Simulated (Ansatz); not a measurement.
## Electronic structure of FH2OSi3 (doublet) in real space

```xyz
7

F    -1.9112   -1.2355    0.6332
O    -2.2254    0.6153   -1.3104
Si   -2.2850   -1.0787   -0.9406
Si   -0.5274   -1.7596   -2.4779
Si   -1.1293    0.4431   -2.5664
H    -3.6950   -1.5339   -1.0831
H    -0.9698    1.7570   -3.2676
```

Geometry: r2SCAN-D4/def2-SVP.

Theory: isolated molecule in a Gaussian basis; Kohn-Sham density functional theory, functional PBE0 (Ansatz 0.2.0).

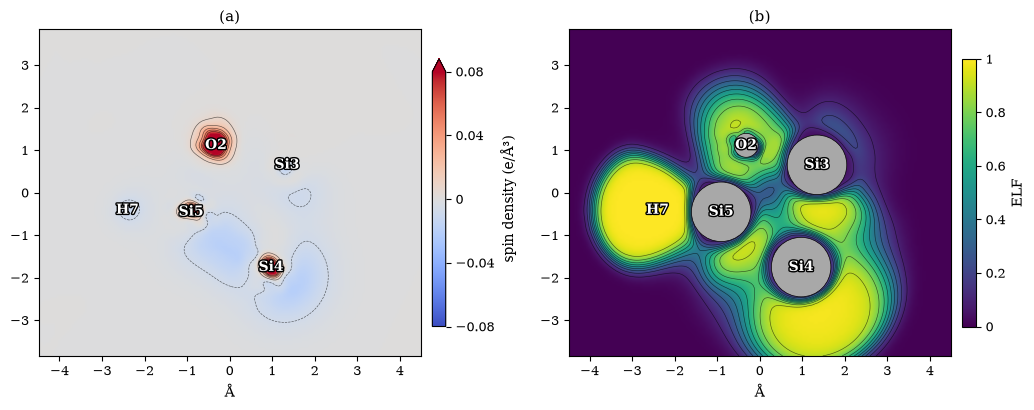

Figure 1. (a) spin density; (b) electron localisation function on the plane of atoms Si3, Si4 and Si5. Grey discs cover the atomic cores in the ELF map.

Q: What do the fields say about this system?

A: The section cuts through O, Si and H sites. Si–O (1.68 Å): the ELF peaks at about 0.85 between the atoms (a shared but strongly polarised pair). Si–Si (2.29 Å): the ELF peaks at about 0.85 between the atoms: localised, covalent bonding. Si–H (1.50 Å): the ELF climbs to about 1 towards the hydrogen, as it does in any bond to H. Si–O (1.73 Å): the ELF peaks at about 0.85 between the atoms (a shared but strongly polarised pair). Si–Si (2.43 Å): the ELF peaks at about 0.95 between the atoms: localised, covalent bonding. The ELF also peaks beside Si4 and O2, away from the bonds: non-bonding electrons, paired or unpaired. The unpaired spin (1 electron) lies mostly on Si4 (about 0.5), Si5 (about 0.4) and O2 (about 0.1), in electrons by Hirshfeld's partition.

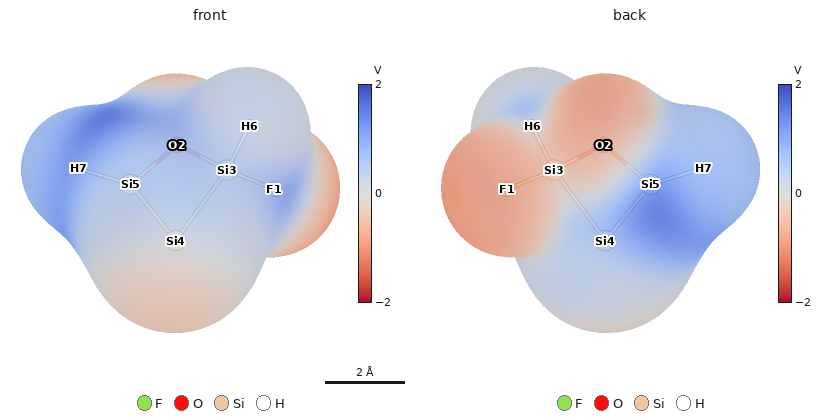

Figure 2. The molecular electrostatic potential painted on the density surface at 0.001 e/bohr³, seen from the front and from behind; the colour scale runs from red (negative) to blue (positive).

Q: Describe the electrostatic potential map.

A: The most negative region (about −0.9 V) lies over F1, the most positive (about +1.5 V) over Si5.

Q: What dipole moment does the calculation give?

A: Its dipole moment is 2.30 D.

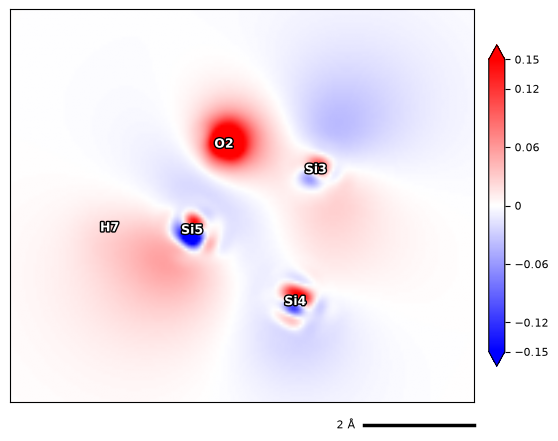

Figure 3. One frontier orbital on the plane of atoms Si3, Si4 and Si5 (values in Å⁻³ᐟ²; the overall sign is arbitrary).

Q: Which orbital is it: HOMO (α) or LUMO (α)?

A: The LUMO (α), at −2.37 eV. By Hirshfeld shares it lies mainly on Si5 (about 50 %), Si4 (about 35 %) and Si3 (about 5 %); π-antibonding (π*) across Si5–Si4.
